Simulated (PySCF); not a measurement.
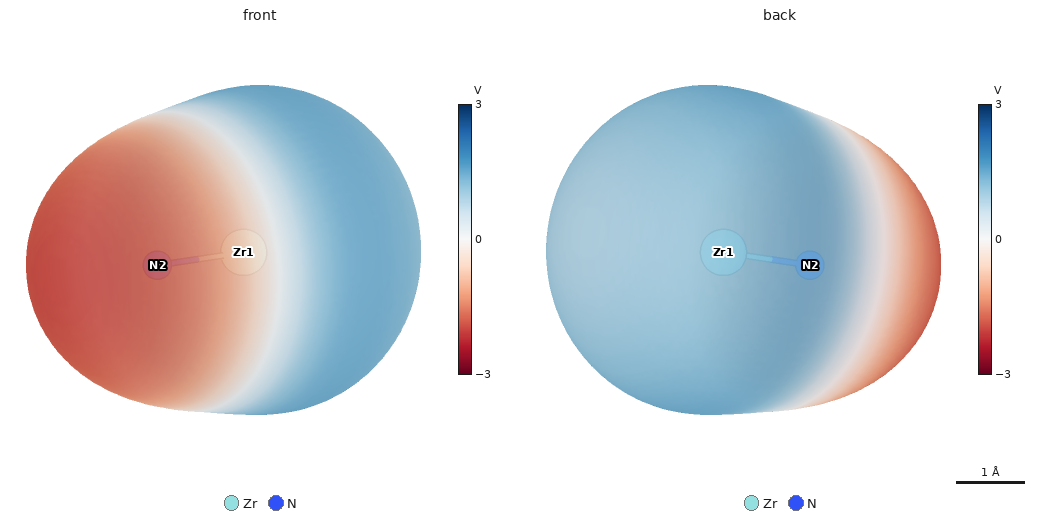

ZrN (doublet). The molecular electrostatic potential painted on the density surface at 0.001 e/bohr³, seen from the front and from behind; red is negative and blue positive.

Core potentials replace the inner electrons of Zr.

Level of theory: PBE0/def2-TZVPPD, non-relativistic Hamiltonian with scalar-relativistic core potentials where named, at a bond length of 1.679 Å (PySCF).

Q: Which sites attract a positive test charge, and which a negative one?

A: A positive charge is drawn to the negative regions and a negative charge to the positive ones. The most negative region (about −2.0 V) lies over N2, the most positive (about +1.4 V) over Zr1. N2 is the likeliest acceptor of a hydrogen bond.
